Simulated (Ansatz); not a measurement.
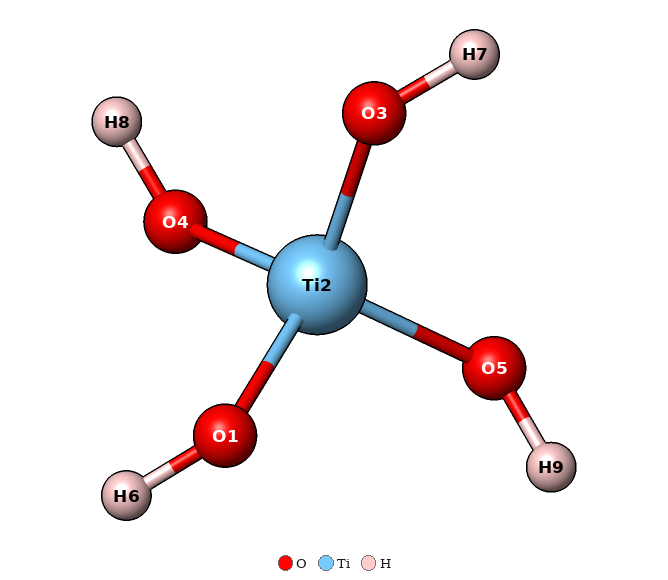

Charge 0, singlet. Sticks follow a distance rule. Harmonic vibrations computed with RKS PBE0-D4/def2-TZVP (Ansatz 0.2.0) at a stationary point of the same level.

> How many imaginary frequencies does it have?

A minimum: no imaginary frequency, and the lowest mode lies at 158 cm⁻¹.

> How many vibrational modes are there, and where do they lie?

21 modes: 158, 176, 176, 176, 221, 235, 262, 262, 304, 455, 455, 471, 479, 717, 768, 788, 788, 3928, 3929, 3929, 3936 cm⁻¹.
